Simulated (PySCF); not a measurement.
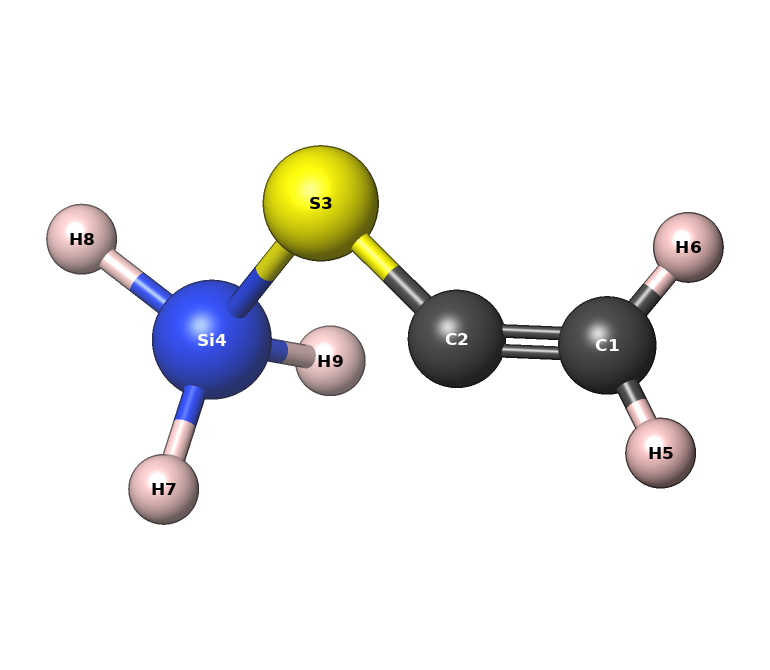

Charge 0, doublet. Computed geometry: GFN2-xTB optimisation. No frequency run is at hand to confirm it as a minimum. Method: UKS B3LYP, pcH-1 on C H S Si, non-relativistic (PySCF 2.14.0). Fermi-contact and spin-dipolar terms alone, no spin-orbit part.

**Which nucleus has the largest dipolar (anisotropic) hyperfine coupling?**

13C at C2: principal values −70.1, −53.7, 123.7 MHz.

List the isotropic and dipolar parts for the most strongly coupled nuclei, one of each equivalent set.

| atom | isotope | a_iso (MHz) | dipolar part (MHz) |
| --- | --- | --- | --- |
| C2 | 13C | 318.1 | −70.1, −53.7, 123.7 |
| S3 | 33S | −0.6 | −21.6, −16.9, 38.5 |
| C1 | 13C | 17.2 | −14.9, 0.1, 14.8 |
| H5 | 1H | 83.7 | −7.3, −4.0, 11.4 |
| H6 | 1H | 143.5 | −4.9, −1.2, 6.0 |
| H7 | 1H | 2.3 | −3.2, −1.9, 5.1 |
| Si4 | 29Si | −29.5 | −4.0, 1.8, 2.2 |
| H9 | 1H | 3.0 | −2.1, −1.6, 3.7 |

The geometry is semi-empirical. Around Si such bond lengths and angles can be off by a tenth of an ångström or more and by several degrees, and values that hang on the shape move with them.
